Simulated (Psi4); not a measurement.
**wB97M-V/cc-pVTZ run of SiO2 (silicon dioxide molecule)**

Aim: the vertical ionisation energy of SiO2 (silicon dioxide molecule) at wB97M-V/cc-pVTZ, from 2 runs. 

The calculation is run with Psi4 1.11.

1 further run of the same task is left out (it didn't finish).

## 1. Starting point

SiO2: 3 atoms, total charge 0, spin state singlet. SMILES: `O=[Si]=O`. The shape is that of a PBE0-D4/def2-TZVP optimisation.

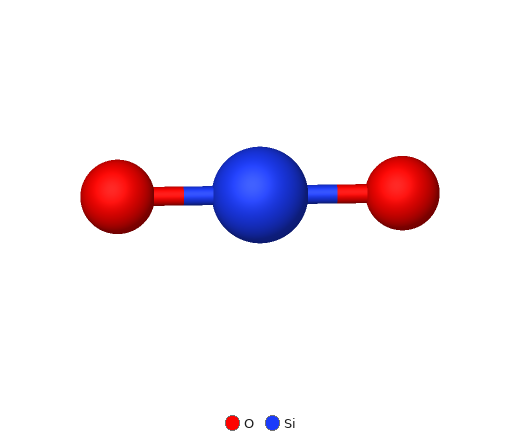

Viewed from a chosen angle; oxygen red, silicon blue.

## 2. A single-point energy at wB97M-V/cc-pVTZ

job.in reads:

```
memory 2200 mb

molecule geom {
  0 1
  O      0.697730     1.229600     0.518760
  Si    -0.000010     0.000000     0.000000
  O     -0.697730    -1.229610    -0.518760
  symmetry c1
}

set basis cc-pVTZ
set puream true
set e_convergence 1e-09
set d_convergence 1e-08
set scf_type pk
set dft_radial_points 99
set dft_spherical_points 590

e, wfn = energy("wb97m-v", return_wfn=True)
```

Run with:

```sh
$ psi4 -i job.in -o job.out -n 1
```

job.out (excerpt; [...] marks lines left out):

```text
[...]
  Running in c1 symmetry.
[...]
  Nuclear repulsion =   89.956438948079580
[...]
  Multiplicity = 1
[...]
  Nalpha       = 15
  Nbeta        = 15
[...]
    Number of basis functions: 94
[...]
   @RKS iter   1:  -439.61795123601547   -5.86448e-01   1.01817e-02 DIIS/ADIIS
[...]
   @RKS iter  11:  -439.96351644398845   -3.53566e-11   5.65074e-09 DIIS
[...]
    Orbital Energies [Eh]
    ---------------------
    Doubly Occupied:
       1A    -66.497567     2A    -19.356946     3A    -19.356934
       4A     -5.526143     5A     -3.842359     6A     -3.842359
       7A     -3.833934     8A     -1.121447     9A     -1.095947
      10A     -0.578111    11A     -0.497168    12A     -0.494038
      13A     -0.494038    14A     -0.448085    15A     -0.448085
[...]
  @RKS Final Energy:  -439.96351644398845
   => Energetics <=
    Nuclear Repulsion Energy =             89.9564389480795796
    One-Electron Energy =                -787.0513783880091978
    Two-Electron Energy =                 285.5965167072025110
    DFT Exchange-Correlation Energy =     -28.5908901608442108
    Empirical Dispersion Energy =           0.0000000000000000
    VV10 Nonlocal Energy =                  0.1257964495828407
    Total Energy =                       -439.9635164439884534
[...]
 Multipole Moments:
 ------------------------------------------------------------------------------------
     Multipole            Electronic (a.u.)      Nuclear  (a.u.)        Total (a.u.)
 ------------------------------------------------------------------------------------
 L = 1.  Multiply by 2.5417464519 to convert [e a0] to [Debye]
 Dipole X            :         -0.0000239           -0.0000001           -0.0000240
 Dipole Y            :         -0.0000004           -0.0000000           -0.0000004
 Dipole Z            :         -0.0000012           -0.0000000           -0.0000012
 Magnitude           :                                                    0.0000240
[...]
```

Wall time 92 s (1 thread of Intel Xeon at 2.50GHz (Skylake/Cascade Lake), shared host); peak memory 1.6 GiB.

## 3. The doublet cation at the same level

calc.py reads:

```python
import psi4

psi4.set_memory('2200 MB')
psi4.set_num_threads(1)
psi4.core.set_output_file('o2si.out', False)

geom = psi4.geometry("""
1 2
O      0.697730     1.229600     0.518760
Si    -0.000010     0.000000     0.000000
O     -0.697730    -1.229610    -0.518760
symmetry c1
""")

options = {'basis': 'cc-pVTZ', 'reference': 'uks', 'puream': True, 'e_convergence': 1e-09, 'd_convergence': 1e-08, 'scf_type': 'pk', 'dft_radial_points': 99, 'dft_spherical_points': 590, 'maxiter': 100}
psi4.set_options(options)

e_tot, wfn = psi4.energy("WB97M-V", return_wfn=True)
print(f'WB97M-V energy: {e_tot:.10f} Eh')
for k, v in sorted(psi4.core.scalar_variables().items()):
    print(f'{k:45s} {v:18.10f}')
```

Run with:

```sh
$ python calc.py
```

o2si.out (excerpt; [...] marks lines left out):

```text
[...]
  Running in c1 symmetry.
[...]
  Nuclear repulsion =   89.956438948079580
[...]
  Multiplicity = 2
[...]
  Nalpha       = 15
  Nbeta        = 14
[...]
    Number of basis functions: 94
[...]
   @UKS iter   1:  -439.33852200540491   -3.07019e-01   6.44366e-03 DIIS/ADIIS
[...]
   @UKS iter  13:  -439.49961937574295   -5.51381e-12   3.69898e-09 DIIS
[...]
   @S^2 Observed:                8.015699156E-01
[...]
    Orbital Energies [Eh]
    ---------------------
    Alpha Occupied:
       1A    -66.821560     2A    -19.715606     3A    -19.715597
       4A     -5.849123     5A     -4.164868     6A     -4.163956
       7A     -4.158179     8A     -1.469589     9A     -1.446407
      10A     -0.898223    11A     -0.842505    12A     -0.828360
      13A     -0.814004    14A     -0.813601    15A     -0.780001
    Alpha Virtual:
      16A     -0.326671    17A     -0.231379    18A     -0.219640
      19A     -0.025743    20A      0.007992    21A      0.008096
      22A      0.016589    23A      0.048484    24A      0.052200
      25A      0.196906    26A      0.209781    27A      0.287332
[...]
  @UKS Final Energy:  -439.49961937574295
   => Energetics <=
    Nuclear Repulsion Energy =             89.9564389480795796
    One-Electron Energy =                -777.2357884201351226
    Two-Electron Energy =                 276.0647637590940349
    DFT Exchange-Correlation Energy =     -28.4080102072939020
    Empirical Dispersion Energy =           0.0000000000000000
    VV10 Nonlocal Energy =                  0.1229765445124059
    Total Energy =                       -439.4996193757429523
[...]
 Multipole Moments:
 ------------------------------------------------------------------------------------
     Multipole            Electronic (a.u.)      Nuclear  (a.u.)        Total (a.u.)
 ------------------------------------------------------------------------------------
 L = 1.  Multiply by 2.5417464519 to convert [e a0] to [Debye]
 Dipole X            :         -0.0000243           -0.0000001           -0.0000243
 Dipole Y            :         -0.0000003           -0.0000000           -0.0000003
 Dipole Z            :          0.0000147           -0.0000000            0.0000147
 Magnitude           :                                                    0.0000284
[...]
```

Standard output:

```text
WB97M-V energy: -439.4996193757 Eh
CURRENT ENERGY                                   -439.4996193757
CURRENT REFERENCE ENERGY                         -439.4996193757
DD SOLVATION ENERGY                                 0.0000000000
DFT FUNCTIONAL TOTAL ENERGY                      -439.4996193757
DFT TOTAL ENERGY                                 -439.4996193757
DFT VV10 ENERGY                                     0.1229765445
DFT XC ENERGY                                     -28.4080102073
GRID ELECTRONS ALPHA                               15.0000000221
GRID ELECTRONS BETA                                14.0000000406
GRID ELECTRONS TOTAL                               29.0000000627
NUCLEAR REPULSION ENERGY                           89.9564389481
ONE-ELECTRON ENERGY                              -777.2357884201
PCM POLARIZATION ENERGY                             0.0000000000
PE ENERGY                                           0.0000000000
SCF ITERATION ENERGY                             -439.4996193757
SCF ITERATIONS                                     13.0000000000
SCF TOTAL ENERGY                                 -439.4996193757
TWO-ELECTRON ENERGY                               276.0647637591
XC GRID RADIAL POINTS                              99.0000000000
XC GRID SPHERICAL POINTS                          590.0000000000
XC GRID TOTAL POINTS                           167486.0000000000
```

It took 1.9 min on 1 thread of Intel Xeon at 2.50GHz (Skylake/Cascade Lake), shared host; peak memory 1.6 GiB.

## 4. Outcome

At wB97M-V/cc-pVTZ:

| quantity | value |
| --- | --- |
| singlet SiO2: total energy | -439.96352 Eh |
| singlet SiO2: dipole moment | 0.00 D |
| singlet SiO2: HOMO energy | -12.19 eV |
| singlet SiO2: LUMO energy | -1.23 eV |
| singlet SiO2: HOMO–LUMO gap | 10.96 eV |
| doublet cation: total energy | -439.49962 Eh |
| doublet cation: HOMO energy (highest over α and β) | -19.73 eV |
| doublet cation: LUMO energy (lowest over α and β) | -13.05 eV |
| doublet cation: ⟨S²⟩ | 0.802 |
| vertical ionisation energy (to the doublet cation) | 12.623 eV |

**Reading.** The vertical ionisation energy comes to 12.62 eV (291 kcal/mol). −ε(HOMO) before ionisation, 12.19 eV, is 0.43 eV below this ionisation energy.
